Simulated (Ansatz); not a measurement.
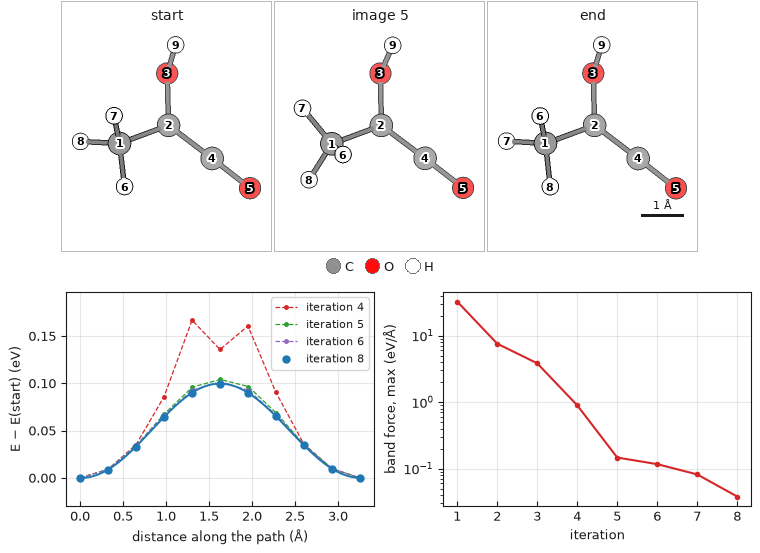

A search for the minimum-energy path of C3H4O2 by the nudged elastic band. Images are numbered from 0 (start) to 10 (end). The plot follows the band through its iterations. A ball-and-stick model, seen at a tilt.

Computed with Ansatz, RKS B3LYP/def2-SVP. Run with 9 movable images; climbing image; force threshold 0.05 eV/Å; iteration limit 43; starting path by straight interpolation.

**How did the profile develop, and is the result final?**

The run is converged, with reservations. The band converged in 8 iterations. The largest component of the band force went from 33 to 0.038 eV/Å. The climbing image converged on the top of the path. Its curvatures weren't checked. The straight starting path can push atoms close together and costs iterations. The first iteration put the highest image at 12.633 eV. The two ends have the same energy, and the highest point, image 5, lies 0.100 eV above the start.

Cost: 4.4 min on 1 thread of Arm Neoverse V1, on a shared host, peak memory 0.17 GiB.
